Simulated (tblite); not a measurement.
Geometry relaxation, with input and output: BSi2H5ClOF (part 1 of 2)

The run: geometry relaxation of BSi2H5ClOF, SMILES O[Si](F)(Cl)B[SiH3]. Method and program: GFN2-xTB geometry optimisation, gas phase (tblite 0.8.0).

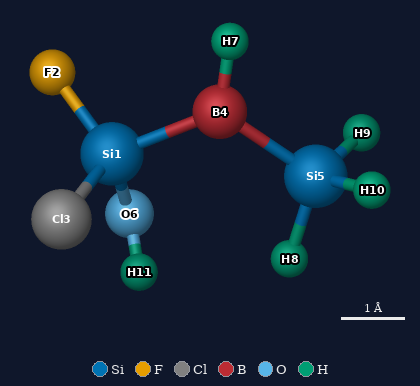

**Figure 1.** The input geometry (ball-and-stick view, seen at a tilt; atoms are numbered from 1 in the order of the input). Bond lengths as drawn: B–H 1.19 Å, B–Si 1.94 to 1.95 Å, Cl–Si 2.06 Å, F–Si 1.70 Å, H–O 0.99 Å, H–Si 1.44 to 1.49 Å and O–Si 1.72 Å.

Key numbers:

```tsv
quantity	value
outcome	converged
total energy	−563.5046 eV
hardware	1 CPU thread, shared host
wall time	2.6 s
peak memory	0.18 GiB
```

The input:
```
{"job": {"kind": "relax", "xc": "GFN2-xTB", "basis": "xTB"}, "charge": 0, "multiplicity": 1}
Si     1.367065    -0.558825     0.464461
F      1.768703    -1.961713     1.331834
Cl     2.674839     1.001959     0.766067
B     -0.391219     0.064347     1.040728
Si    -1.570591     0.638688    -0.394466
O      1.233759    -1.038546    -1.178994
H     -0.866641    -0.242193     2.083019
H     -0.816355     0.808942    -1.670833
H     -2.627767    -0.367797    -0.652786
H     -2.193766     1.895021    -0.051733
H      1.432364    -0.260841    -1.757646
```

The first line tells a small driver script what to run in tblite; the rest is the geometry in Å.

Run as:
```bash
OMP_NUM_THREADS=1 python <driver script> task.json out
```

The program's output:
```
step      E/eV     max force
  0    -562.88299    2.385
  1    -563.05098    1.650
  2    -563.18035    1.433
  3    -563.22017    0.887
  4    -563.29711    0.737
  5    -563.31360    0.472
  6    -563.33681    0.386
  7    -563.34846    0.374
  8    -563.35881    0.381
  9    -563.36482    0.261
 10    -563.36973    0.205
 11    -563.37391    0.213
 12    -563.37860    0.224
 13    -563.38279    0.223
 14    -563.38601    0.166
 15    -563.38876    0.159
 16    -563.39133    0.148
 17    -563.39412    0.192
 18    -563.39731    0.188
 19    -563.40020    0.174
 20    -563.40250    0.177
 21    -563.40423    0.095
 22    -563.40532    0.091
 23    -563.40632    0.116
 24    -563.40788    0.191
 25    -563.41014    0.214
 26    -563.41264    0.142
 27    -563.41442    0.097
 28    -563.41549    0.094
 29    -563.41643    0.138
 30    -563.41769    0.142
 31    -563.41889    0.115
 32    -563.41951    0.062
 33    -563.41968    0.033
 34    -563.41975    0.032
 35    -563.41986    0.035
 36    -563.42007    0.063
 37    -563.42039    0.079
 38    -563.42073    0.066
 39    -563.42097    0.035
 40    -563.42115    0.041
 41    -563.42141    0.048
 42    -563.42195    0.091
 43    -563.42272    0.115
 44    -563.42350    0.088
 45    -563.42400    0.052
 46    -563.42419    0.044
 47    -563.42433    0.035
 48    -563.42450    0.075
 49    -563.42481    0.040
 50    -563.42540    0.062
 51    -563.42580    0.046
 52    -563.42593    0.134
 53    -563.42640    0.057
 54    -563.42672    0.049
 55    -563.42756    0.124
 56    -563.42806    0.112
 57    -563.42884    0.088
 58    -563.42938    0.116
 59    -563.42974    0.079
 60    -563.43017    0.114
 61    -563.43100    0.137
 62    -563.43199    0.203
 63    -563.43297    0.123
 64    -563.43314    0.430
 65    -563.43446    0.163
 66    -563.43519    0.136
 67    -563.43792    0.414
 68    -563.44085    0.176
 69    -563.44838    0.628
 70    -563.46025    0.278
 71    -563.44404    1.489
 72    -563.46669    0.146
 73    -563.46915    0.163
 74    -563.47039    0.722
 75    -563.47355    0.319
 76    -563.47587    0.217
 77    -563.48670    0.212
 78    -563.49274    0.418
 79    -563.49636    0.250
 80    -563.49845    0.273
 81    -563.50023    0.067
 82    -563.50075    0.089
 83    -563.50146    0.082
 84    -563.50185    0.097
 85    -563.50259    0.084
 86    -563.50299    0.073
 87    -563.50347    0.056
 88    -563.50378    0.030
 89    -563.50395    0.024
 90    -563.50403    0.017
 91    -563.50411    0.022
 92    -563.50420    0.026
 93    -563.50430    0.023
 94    -563.50436    0.018
 95    -563.50440    0.019
 96    -563.50445    0.020
 97    -563.50449    0.014
 98    -563.50452    0.012
 99    -563.50454    0.011
100    -563.50457    0.012
101    -563.50460    0.012
102    -563.50463    0.013
103    -563.50464    0.009
104    -563.50465    0.007
```

Trajectory as extended XYZ (Å, eV, eV/Å), 27 frames, from step=0 to step=104:
```
11
Properties=species:S:1:pos:R:3:forces:R:3 step=0 energy=-562.88299
Si    1.3671   -0.5588    0.4645   -0.5710  -1.2540  -0.2460
F     1.7687   -1.9617    1.3318   -0.0450   1.3650  -1.1350
Cl    2.6748    1.0020    0.7661    0.1510  -0.4710  -0.2060
B    -0.3912    0.0643    1.0407   -0.0930  -0.9170   0.2520
Si   -1.5706    0.6387   -0.3945    0.1640  -0.2900  -0.3040
O     1.2338   -1.0385   -1.1790    0.9870   1.7550   1.2780
H    -0.8666   -0.2422    2.0830    0.2760   0.2940  -0.2070
H    -0.8164    0.8089   -1.6708   -0.3790   0.1090   0.1520
H    -2.6278   -0.3678   -0.6528    0.1320   0.2010  -0.0030
H    -2.1938    1.8950   -0.0517   -0.3500   0.4940  -0.0990
H     1.4324   -0.2608   -1.7576   -0.2730  -1.2870   0.5190
11
Properties=species:S:1:pos:R:3:forces:R:3 step=4 energy=-563.29711
Si    1.3116   -0.5499    0.4974    0.5180  -0.2630  -0.2040
F     1.8041   -1.8985    1.2387    0.1920   0.0310  -0.1490
Cl    2.6824    0.9262    0.7418    0.2540   0.0540   0.0920
B    -0.4272   -0.0265    1.0318   -0.6630   0.1030   0.3040
Si   -1.5692    0.6441   -0.3877   -0.2130   0.0530  -0.1280
O     1.3291   -0.9785   -1.0737    0.2160  -0.0650  -0.0130
H    -0.8486   -0.2137    2.0995   -0.0620   0.0310   0.1840
H    -0.8581    0.8269   -1.6714   -0.1610   0.1010   0.0120
H    -2.6213   -0.3498   -0.6595   -0.0520   0.0600  -0.0590
H    -2.2201    1.9214   -0.0761   -0.0570   0.0520  -0.0770
H     1.4276   -0.3227   -1.7612    0.0280  -0.1560   0.0380
11
Properties=species:S:1:pos:R:3:forces:R:3 step=8 energy=-563.35881
Si    1.3207   -0.5447    0.5022   -0.1270   0.0120   0.0340
F     1.8616   -1.8966    1.1959    0.0970   0.0030   0.0290
Cl    2.7312    0.9095    0.7530    0.0150  -0.0160   0.1140
B    -0.4867   -0.0499    1.0504    0.3780   0.0480  -0.0170
Si   -1.6039    0.6570   -0.3931   -0.0160  -0.0460   0.1200
O     1.3973   -0.9925   -1.0579    0.0370  -0.0880  -0.0450
H    -0.8630   -0.2001    2.1488   -0.0650   0.0190  -0.0700
H    -0.8988    0.8525   -1.6745   -0.0590   0.0620  -0.0070
H    -2.6395   -0.3383   -0.6777   -0.1960  -0.0220  -0.1000
H    -2.2421    1.9417   -0.0995   -0.0860   0.0670  -0.0200
H     1.4336   -0.3596   -1.7681    0.0230  -0.0380  -0.0360
11
Properties=species:S:1:pos:R:3:forces:R:3 step=12 energy=-563.37860
Si    1.3285   -0.5514    0.4989    0.1950  -0.0260  -0.0310
F     1.8987   -1.8937    1.1901    0.0260   0.0160   0.0370
Cl    2.7469    0.9007    0.7826   -0.0610  -0.0590   0.0590
B    -0.4576   -0.0377    1.0565   -0.1890   0.0560  -0.1050
Si   -1.6235    0.6525   -0.3777   -0.0410   0.0120  -0.0500
O     1.4239   -1.0121   -1.0600    0.0020   0.0320   0.0410
H    -0.8755   -0.1917    2.1441    0.1030   0.0260  -0.1160
H    -0.9278    0.8725   -1.6696   -0.0760  -0.0010   0.0960
H    -2.6797   -0.3311   -0.7005    0.0390   0.1260   0.0460
H    -2.2645    1.9534   -0.1098   -0.0110  -0.1160   0.0290
H     1.4409   -0.3823   -1.7750    0.0120  -0.0660  -0.0050
11
Properties=species:S:1:pos:R:3:forces:R:3 step=16 energy=-563.39133
Si    1.3496   -0.5558    0.4992   -0.1300   0.0010   0.0280
F     1.9346   -1.8893    1.1936   -0.0220  -0.0050   0.0550
Cl    2.7520    0.8845    0.8193    0.0550   0.0730   0.0540
B    -0.4561   -0.0280    1.0313    0.0860  -0.1040  -0.0550
Si   -1.6451    0.6534   -0.3734    0.0170   0.0400  -0.0270
O     1.4494   -1.0235   -1.0538    0.0290  -0.0410  -0.0330
H    -0.8630   -0.1783    2.1193    0.0550   0.0180  -0.0040
H    -0.9637    0.8894   -1.6540    0.0500   0.0210  -0.1370
H    -2.7076   -0.3024   -0.7085   -0.0720  -0.0330   0.0370
H    -2.2889    1.9429   -0.1088   -0.0760   0.0440   0.1040
H     1.4493   -0.4139   -1.7845    0.0090  -0.0140  -0.0210
11
Properties=species:S:1:pos:R:3:forces:R:3 step=20 energy=-563.40250
Si    1.3572   -0.5653    0.4976    0.1610   0.0370  -0.0630
F     1.9549   -1.8829    1.2153   -0.0710   0.0360  -0.0030
Cl    2.7619    0.8860    0.8684   -0.1160  -0.0780  -0.0300
B    -0.4481   -0.0402    0.9907   -0.0340   0.0320   0.0490
Si   -1.6618    0.6653   -0.3853   -0.0030  -0.0030  -0.0290
O     1.4784   -1.0420   -1.0530    0.0770  -0.0170   0.0100
H    -0.8308   -0.1615    2.0897   -0.0190  -0.0060   0.0270
H    -0.9857    0.9092   -1.6726   -0.0360   0.0350  -0.0590
H    -2.7462   -0.2786   -0.6999    0.0030  -0.0190   0.0150
H    -2.3294    1.9371   -0.0742    0.0220   0.0020   0.0560
H     1.4600   -0.4480   -1.7970    0.0160  -0.0170   0.0280
11
Properties=species:S:1:pos:R:3:forces:R:3 step=24 energy=-563.40788
Si    1.3722   -0.5629    0.4887   -0.1850  -0.0330   0.0330
F     1.9510   -1.8762    1.2247   -0.0340  -0.0300   0.0210
Cl    2.7518    0.8785    0.8845    0.0550   0.0870  -0.0090
B    -0.4456   -0.0399    0.9788    0.0400   0.0230  -0.0270
Si   -1.6700    0.6698   -0.3948    0.0290  -0.0080   0.0500
O     1.5133   -1.0564   -1.0533    0.0750  -0.0140  -0.0250
H    -0.8217   -0.1555    2.0837   -0.0030  -0.0010  -0.0470
H    -1.0075    0.9267   -1.6914   -0.0710   0.0220   0.0170
H    -2.7615   -0.2719   -0.6939    0.0230  -0.0140  -0.0060
H    -2.3405    1.9340   -0.0480    0.0540  -0.0230   0.0130
H     1.4687   -0.4672   -1.7991    0.0170  -0.0090  -0.0190
11
Properties=species:S:1:pos:R:3:forces:R:3 step=28 energy=-563.41549
Si    1.3682   -0.5703    0.4745    0.0910  -0.0010   0.0200
F     1.9271   -1.8697    1.2476   -0.0280  -0.0540   0.0160
Cl    2.7371    0.8837    0.9066   -0.0080   0.0350  -0.0270
B    -0.4371   -0.0290    0.9495   -0.0110  -0.0590  -0.0120
Si   -1.6776    0.6744   -0.4014   -0.0270   0.0140   0.0350
O     1.5938   -1.0797   -1.0540   -0.0170   0.0430   0.0210
H    -0.8056   -0.1454    2.0564   -0.0120   0.0190  -0.0290
H    -1.0691    0.9631   -1.7154   -0.0280   0.0090   0.0170
H    -2.7759   -0.2623   -0.6824    0.0070  -0.0480  -0.0160
H    -2.3411    1.9192    0.0041    0.0020   0.0720  -0.0010
H     1.4905   -0.5049   -1.8059    0.0320  -0.0310  -0.0230
11
Properties=species:S:1:pos:R:3:forces:R:3 step=32 energy=-563.41951
Si    1.3809   -0.5742    0.4753    0.0160   0.0060  -0.0080
F     1.9114   -1.8802    1.2601   -0.0010   0.0100  -0.0130
Cl    2.7320    0.8961    0.9109   -0.0130  -0.0050  -0.0070
B    -0.4333   -0.0387    0.9303    0.0080   0.0130  -0.0140
Si   -1.6905    0.6803   -0.3954   -0.0360   0.0060  -0.0500
O     1.6347   -1.0822   -1.0481   -0.0120  -0.0200   0.0090
H    -0.8024   -0.1354    2.0373   -0.0070  -0.0190   0.0250
H    -1.1119    0.9852   -1.7199   -0.0050   0.0040   0.0290
H    -2.7812   -0.2684   -0.6819    0.0170   0.0120   0.0200
H    -2.3405    1.9303    0.0272    0.0020  -0.0040   0.0000
H     1.5112   -0.5337   -1.8163    0.0310  -0.0030   0.0080
11
Properties=species:S:1:pos:R:3:forces:R:3 step=36 energy=-563.42007
Si    1.3829   -0.5739    0.4724   -0.0150   0.0000   0.0040
F     1.9095   -1.8784    1.2615    0.0030   0.0010   0.0000
Cl    2.7287    0.8973    0.9139    0.0070   0.0080  -0.0100
B    -0.4316   -0.0351    0.9240   -0.0260  -0.0040   0.0120
Si   -1.6967    0.6830   -0.3994    0.0300  -0.0040   0.0550
O     1.6426   -1.0899   -1.0471   -0.0100  -0.0120   0.0080
H    -0.8001   -0.1374    2.0332    0.0060  -0.0060  -0.0300
H    -1.1212    0.9929   -1.7202    0.0090   0.0120  -0.0260
H    -2.7844   -0.2671   -0.6771   -0.0190  -0.0150   0.0010
H    -2.3426    1.9296    0.0344   -0.0150   0.0180  -0.0030
H     1.5232   -0.5419   -1.8159    0.0310   0.0020  -0.0130
11
Properties=species:S:1:pos:R:3:forces:R:3 step=40 energy=-563.42115
Si    1.3808   -0.5715    0.4702    0.0040  -0.0120  -0.0070
F     1.9044   -1.8770    1.2600    0.0030   0.0140   0.0330
Cl    2.7243    0.9059    0.9067   -0.0040  -0.0150  -0.0160
B    -0.4339   -0.0322    0.9169    0.0100  -0.0190   0.0090
Si   -1.7039    0.6891   -0.3959    0.0070   0.0070  -0.0100
O     1.6419   -1.1042   -1.0426   -0.0020   0.0060  -0.0140
H    -0.7999   -0.1483    2.0233   -0.0220  -0.0020   0.0260
H    -1.1321    1.0077   -1.7188   -0.0170  -0.0090   0.0060
H    -2.7876   -0.2731   -0.6651    0.0150   0.0380   0.0010
H    -2.3469    1.9381    0.0406   -0.0170  -0.0150  -0.0040
H     1.5631   -0.5554   -1.8157    0.0240   0.0080  -0.0240
11
Properties=species:S:1:pos:R:3:forces:R:3 step=44 energy=-563.42350
Si    1.3758   -0.5750    0.4614   -0.0250  -0.0070  -0.0150
F     1.8976   -1.8658    1.2775    0.0130   0.0120   0.0020
Cl    2.7160    0.9129    0.8783   -0.0050  -0.0230  -0.0230
B    -0.4390   -0.0375    0.9187    0.0380   0.0030  -0.0190
Si   -1.7038    0.7024   -0.3856   -0.0470   0.0460  -0.0590
O     1.6304   -1.1224   -1.0485    0.0020   0.0470  -0.0220
H    -0.8141   -0.1718    2.0201    0.0040  -0.0070   0.0240
H    -1.1530    1.0257   -1.7171   -0.0050  -0.0190   0.0400
H    -2.7850   -0.2646   -0.6445   -0.0060   0.0140  -0.0110
H    -2.3651    1.9458    0.0451    0.0190  -0.0370   0.0120
H     1.6507   -0.5707   -1.8257    0.0110  -0.0300   0.0710
```
